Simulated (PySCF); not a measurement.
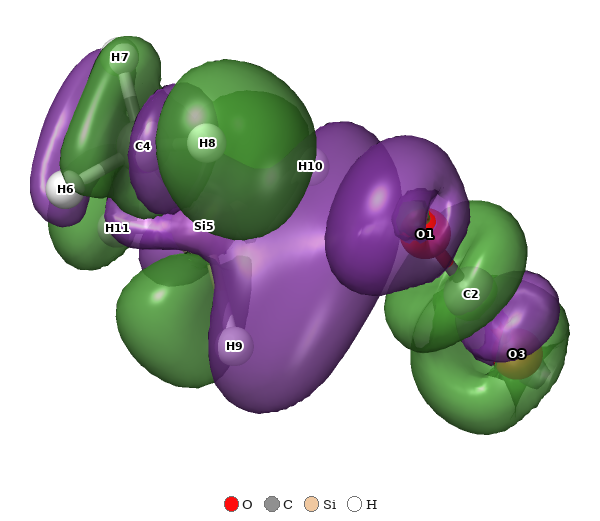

Figure. C2H6O2Si, SMILES `O=C=O.C[SiH3]`. Density of the complex less the densities of the two fragments at the same geometry, ±0.0006 e/Å³ (purple: gain, green: loss). Fragment A: CO2 (atoms 1–3); fragment B: SiH6C.

Method: PBE0/def2-TZVP; geometry: GFN2-xTB; program: PySCF.

Input

```python
import numpy as np
from pyscf import gto, scf, dft
from pyscf.scf import atom_ks, atom_hf
from scipy.linalg import block_diag
from pyscf.dispersion import dftd3

def solve(mol, dm0=None, hcore=None):
    mf = (dft.UKS if mol.spin else dft.RKS)(mol, xc='pbe0')
    mf.grids.level = 3
    mf = mf.density_fit(auxbasis='def2-universal-jkfit')
    mf.conv_tol, mf.max_cycle = 1e-8, 80
    if hcore is not None:
        mf.get_hcore = lambda *args: hcore
    mf.kernel(dm0)
    if not mf.converged:
        mf = mf.newton().run(mf.mo_coeff, mf.mo_occ, max_cycle=30)
    assert mf.converged, 'SCF not converged'
    return mf

mol = gto.M(atom='''
O     -1.50225     1.20205     0.07328
C     -1.99391     0.17165     0.00282
O     -2.49618    -0.85280    -0.06776
C      2.02905     1.05440    -0.06966
Si     1.51690    -0.76593     0.03245
H      2.56104     1.26360    -0.99379
H      2.68351     1.32697     0.75377
H      1.16270     1.70875    -0.03216
H      0.64326    -1.09709    -1.09855
H      0.78702    -1.00603     1.28142
H      2.70240    -1.62346    -0.00810
''', basis='def2-tzvp', charge=0, spin=0, verbose=4)
mol_a = gto.M(atom='''
O     -1.50225     1.20205     0.07328
C     -1.99391     0.17165     0.00282
O     -2.49618    -0.85280    -0.06776
ghost-C      2.02905     1.05440    -0.06966
ghost-Si     1.51690    -0.76593     0.03245
ghost-H      2.56104     1.26360    -0.99379
ghost-H      2.68351     1.32697     0.75377
ghost-H      1.16270     1.70875    -0.03216
ghost-H      0.64326    -1.09709    -1.09855
ghost-H      0.78702    -1.00603     1.28142
ghost-H      2.70240    -1.62346    -0.00810
''', basis='def2-tzvp', charge=0, spin=0, verbose=4)
mol_b = gto.M(atom='''
ghost-O     -1.50225     1.20205     0.07328
ghost-C     -1.99391     0.17165     0.00282
ghost-O     -2.49618    -0.85280    -0.06776
C      2.02905     1.05440    -0.06966
Si     1.51690    -0.76593     0.03245
H      2.56104     1.26360    -0.99379
H      2.68351     1.32697     0.75377
H      1.16270     1.70875    -0.03216
H      0.64326    -1.09709    -1.09855
H      0.78702    -1.00603     1.28142
H      2.70240    -1.62346    -0.00810
''', basis='def2-tzvp', charge=0, spin=0, verbose=4)
ab, a, b = solve(mol), solve(mol_a), solve(mol_b)
e_int = ab.e_tot - a.e_tot - b.e_tot
print('counterpoise-corrected interaction energy / kcal/mol', e_int * 627.5095)
def disp(atoms, charge):
    m = gto.M(atom=atoms, charge=charge, basis='sto-3g', spin=None, unit='Bohr', verbose=0)
    return dftd3.DFTD3Dispersion(m, xc='pbe0', version='d3bj').get_dispersion()['energy']
e_disp = disp(mol._atom, mol.charge) - disp(mol._atom[:3], mol_a.charge) - disp(mol._atom[3:], mol_b.charge)
print('D3(BJ) part / kcal/mol', e_disp * 627.5095)
# spherically averaged free atoms, for the promolecule
atm = atom_ks.get_atm_nrks(mol, xc='pbe0')
pro = block_diag(*[(atm[a[0]][2] * atm[a[0]][3]) @ atm[a[0]][2].T for a in mol._atom])
np.savez('result.npz', e_int=e_int, e_disp=e_disp, dm_a=a.make_rdm1(), dm_b=b.make_rdm1(), c=ab.mo_coeff, occ=ab.mo_occ, eps=ab.mo_energy, pro=pro, d=[f.dip_moment(verbose=0) for f in (ab, a, b)])
```

Launched as:

```sh
OMP_NUM_THREADS=1 python input.py
```

The run took 66 s on 1 thread of Arm Neoverse V1 (shared host), peak memory 0.89 GiB.

Partitions, critical points and surface values were worked out afterwards from this run's density.

**Which way does charge flow?**

Hirshfeld charges show almost no net transfer (under 0.005 e). 0.03 e is displaced in all, which induces a dipole of 0.05 D.

**What is the interaction energy, and which contacts carry it?**

The counterpoise-corrected interaction energy of the frozen fragments is −0.2 kcal/mol without dispersion correction and −1.4 kcal/mol with D3(BJ). The pair geometry is semi-empirical, not a minimum at this level. Contacts: O1···H8, weak C–H hydrogen bond, 2.71 Å, ρ = 0.005 a.u.; O1···H9, 3.36 Å, ρ = 0.004 a.u., a bond path close to vanishing (ellipticity 1.6). The pose is a local one from a semi-empirical search, not shown to be the most stable.
